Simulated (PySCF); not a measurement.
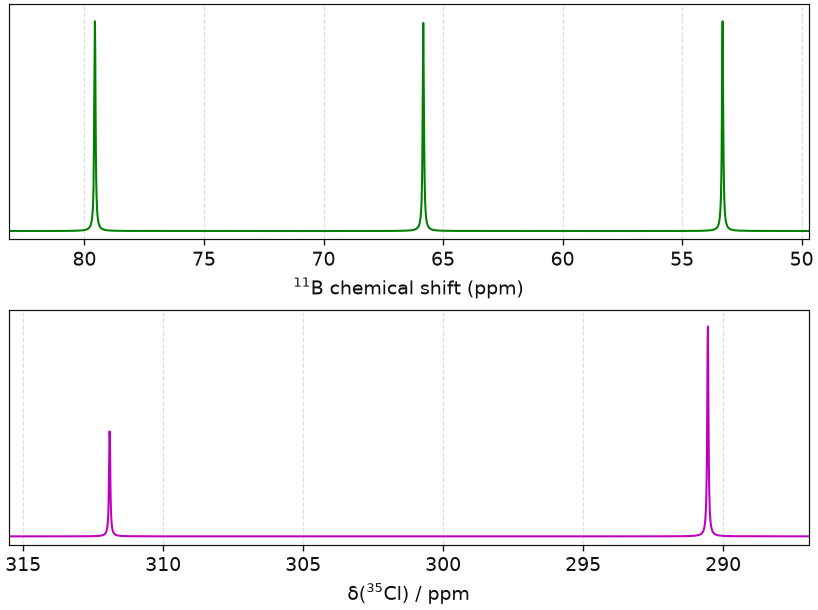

GIAO shifts, PBE0/pcSseg-1 with PySCF 2.14.0, at a PBE0-D3(BJ)/def2-SVP geometry (no frequency check), against BF₃.OEt₂ for ¹¹B and HCl for ³⁵Cl computed at the same level (Cl: the usual scale starts at aqueous chloride instead). Gas phase, fully decoupled, line heights follow the number of nuclei, widths are arbitrary (no quadrupolar broadening); values of one conformer, averaged over nuclei that symmetry or rotation about single bonds exchange, these motions taken as fast; other conformers aren't averaged in.

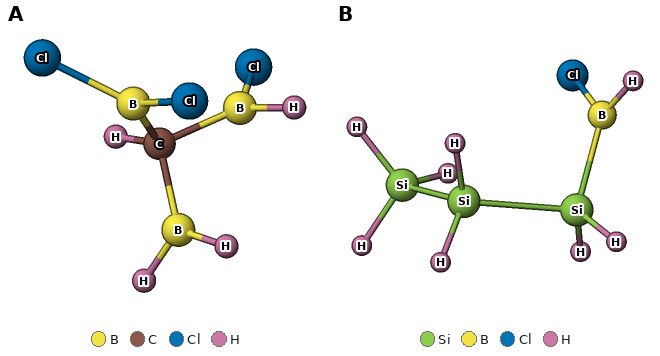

Which molecule was computed? Choose among the lettered structures.

Structure A, CH₄B₃Cl₃, SMILES B[C@H](BCl)B(Cl)Cl. Its ¹¹B signals: 79.6 (1 B), 65.8 (1 B), 53.3 (1 B) ppm. Its ³⁵Cl signals: 311.9 (1 Cl), 290.5 (2 Cl) ppm.
